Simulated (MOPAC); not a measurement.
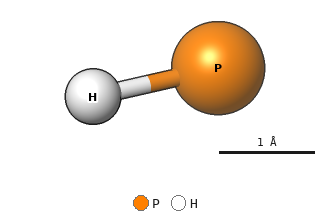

**Figure 1.** The structure as given in the input (ball-and-stick view, seen at a tilt). Bond lengths as drawn: H–P 1.45 Å.

## Frequency calculation, with input and output: PH

The run: frequency calculation of PH, multiplicity 3. Method and program: PM6-D3, unrestricted, dispersion D3 (MOPAC 23.2.5).

The geometry was optimised with PM6-D3.

## The input (run.mop)
```
TRIPLET UHF THERMO(298,398,100) FORCE PM6-D3 AUX(PRECISION=6) T=10M THREADS=1
job HP

P -0.010954 1 0.009177 1 -0.024257 1
H 0.006853 1 0.009908 1 1.429690 1
```

Hardware: 1 thread of AMD EPYC (Zen 5), 128 GiB of memory available, shared host.

Command:
```bash
mopac run.mop
```

## Log
```
MOPAC v23.2.5
PM6-D3 CALCULATION RESULTS

 *  PM6-D3     - CORRECT DISPERSION USING D3 METHOD
 *  TRIPLET    - SPIN STATE DEFINED AS A TRIPLET
 *  UHF        - UNRESTRICTED HARTREE-FOCK CALCULATION
 *  FORCE      - FORCE CALCULATION SPECIFIED
 *  THREADS=1  - MULTI-THREADING NOT USED
 *  AUX        - OUTPUT AUXILIARY INFORMATION
 *  THERMO     - THERMODYNAMIC QUANTITIES TO BE CALCULATED
TRIPLET UHF THERMO(298,398,100) FORCE PM6-D3 AUX(PRECISION=6) T=10M THREADS=1
 job HP

   ATOM   CHEMICAL          X               Y               Z
  NUMBER   SYMBOL      (ANGSTROMS)     (ANGSTROMS)     (ANGSTROMS)

     1       P         -0.01095400  *   0.00917700  *  -0.02425700  *
     2       H          0.00685300  *   0.00990800  *   1.42969000  *

          CARTESIAN COORDINATES

    NO.       ATOM           X           Y           Z

     1         P         -0.0110      0.0092     -0.0243
     2         H          0.0069      0.0099      1.4297

           Empirical Formula: H P  =     2 atoms

      MOLECULAR POINT GROUP   :   C*v

 TRIPLET STATE CALCULATION

          UHF CALCULATION, NO. OF ALPHA ELECTRONS =    4
                           NO. OF BETA  ELECTRONS =    2

          HEAT OF FORMATION =      57.095335 KCALS/MOLE

          CARTESIAN COORDINATE DERIVATIVES

   NUMBER  ATOM         X            Y            Z

     1       P      0.001521     0.000000     0.000000
     2       H     -0.001521     0.000000     0.000000

 DIPOLE           X         Y         Z       TOTAL
 POINT-CHG.     0.122     0.000     0.000     0.122
 HYBRID         1.304    -0.000     0.000     1.304
 SUM            1.425    -0.000     0.000     1.425

          GRADIENT NORM =   0.00215

          MOLECULAR WEIGHT =   31.98

          ROTATIONAL CONSTANTS IN CM(-1)

          A =    0.00000000   B =    8.16815038   C =    8.16815038

           PRINCIPAL MOMENTS OF INERTIA IN UNITS OF 10**(-40)*GRAM-CM**2

          A =        0.0000   B =        3.4271   C =        3.4271

          ORIENTATION OF MOLECULE IN FORCE CALCULATION

    NO.       ATOM         X         Y         Z

     1          P      -0.0458    0.0000    0.0000
     2          H       1.4082    0.0000    0.0000

    FIRST DERIVATIVES WILL BE USED IN THE CALCULATION OF SECOND DERIVATIVES

          ESTIMATED TIME TO COMPLETE CALCULATION =        0.09 SECONDS

    FOR POINT-GROUP C*v  THERE ARE  84 UNIQUE SYMMETRY FUNCTIONS.

 STEP:   1 TIME =     0.01 SECS, INTEGRAL =      0.01 TIME LEFT:    599.98
 STEP:   2 TIME =     0.00 SECS, INTEGRAL =      0.01 TIME LEFT:    599.98
 STEP:   3 TIME =     0.00 SECS, INTEGRAL =      0.01 TIME LEFT:    599.98
 STEP:   4 TIME =     0.01 SECS, INTEGRAL =      0.02 TIME LEFT:    599.98
 STEP:   5 TIME =     0.00 SECS, INTEGRAL =      0.02 TIME LEFT:    599.98
 STEP:   6 TIME =     0.00 SECS, INTEGRAL =      0.02 TIME LEFT:    599.98

(To convert to Hartree/Bohr^2, multiply by (10^(-21) x N x a0^2)/(4.184 x 627.51) =  0.0642)

           FORCE MATRIX IN MILLIDYNES/ANGSTROM

                  P  1       H  2
 ------------------------------
     P    1   4.304456
     H    2   4.304436   4.304416

          HEAT OF FORMATION =      57.095335 KCALS/MOLE

          ZERO POINT ENERGY       3.911 KCAL/MOL

           NORMAL COORDINATE ANALYSIS (Total motion = 1 Angstrom)

   Root No.       1

                 1 Sig

                2735.8

           1   -0.0315
           2    0.0000
           3    0.0000
           4    0.9685
           5   -0.0000
           6   -0.0000

           MASS-WEIGHTED COORDINATE ANALYSIS (NORMAL COORDINATES)

   Root No.       1

                 1 Sig

                2735.8

           1   -0.1775
           2    0.0000
           3    0.0000
           4    0.9841
           5   -0.0000
           6   -0.0000

          DESCRIPTION OF VIBRATIONS

 VIBRATION          1    1Sig        ATOM PAIR     ENERGY CONTRIBUTION    RADIAL
 FREQUENCY          2735.76         P 1 -- H 2        +100.0% (100.0%)    100.0%
 TRANSITION DIPOLE   0.3426
 TRAVEL (Ang.)       0.1589
 REDUCED MASS        0.9761
 EFFECTIVE MASS      1.3172
 FORCE CONSTANT      4.3044

      SYMMETRY NUMBER FOR POINT-GROUP C*v =  1

          SYSTEM IS A GROUND STATE

 job HP

          MOLECULE IS LINEAR

          THERE ARE  1 GENUINE VIBRATIONS IN THIS SYSTEM
          THIS THERMODYNAMICS CALCULATION IS LIMITED TO
          MOLECULES WHICH HAVE NO INTERNAL ROTATIONS

                    CALCULATED THERMODYNAMIC PROPERTIES
                                          *
   TEMP. (K)   PARTITION FUNCTION   H.O.F.    ENTHALPY  HEAT CAPACITY ENTROPY
                                   KCAL/MOL   CAL/MOLE    CAL/K/MOL  CAL/K/MOL

 298.00  VIB.     0.1000D+01                     0.0144     0.0006     0.0001
         ROT.     0.2536D+02                   592.1869     1.9872     8.4120
         INT.     0.2536D+02                   592.2012     1.9878     8.4120
         TRA.     0.1749D+27                  1480.4672     4.9680    36.3176
         TOT.                       57.095    2072.6684     6.9559    44.7296

 298.00  VIB.     0.1000D+01                     0.0144     0.0006     0.0001
         ROT.     0.2536D+02                   592.1869     1.9872     8.4120
         INT.     0.2536D+02                   592.2012     1.9878     8.4120
         TRA.     0.1749D+27                  1480.4672     4.9680    36.3176
         TOT.                       57.095    2072.6684     6.9559    44.7296

 398.00  VIB.     0.1000D+01                     0.3965     0.0099     0.0011
         ROT.     0.3387D+02                   790.9073     1.9872     8.9870
         INT.     0.3387D+02                   791.3038     1.9971     8.9881
         TRA.     0.2699D+27                  1977.2682     4.9680    37.7552
         TOT.                       57.791    2768.5720     6.9651    46.7432

   *: NOTE: HEATS OF FORMATION ARE RELATIVE TO THE
            ELEMENTS IN THEIR STANDARD STATE AT 298K
              (=  Standard Enthalpy of Formation).

            Hvib:  Zero-point energy is not included.
                   frequencies of less than zero cm-1 are not included.
            Hrot = (3/2)RT
            Htra = (3/2)RT + pV = (5/2)RT

            Heat capacity is Cp, not Cv

           FORCE CONSTANT IN CARTESIAN COORDINATES (Millidynes/A)

    ATOM   CHEMICAL       X               Y               Z
   NUMBER   SYMBOL  FORCE CONSTANT  FORCE CONSTANT  FORCE CONSTANT

      1       P        4.304433        0.003378        0.003378
      2       H        4.304433        0.003378        0.003378

 *                    *
 * JOB ENDED NORMALLY *
 *                    *

 TOTAL JOB TIME:             0.02 SECONDS

 == MOPAC DONE ==
```

## Summary

```tsv
quantity	value
outcome	converged
heat of formation	57.10 kcal/mol
basis functions	10
zero-point energy	0.006233 hartree
wavenumbers, lowest and highest	2736 cm⁻¹
peak memory	0.07 GiB
```

MOPAC's energies along a path are heats of formation.
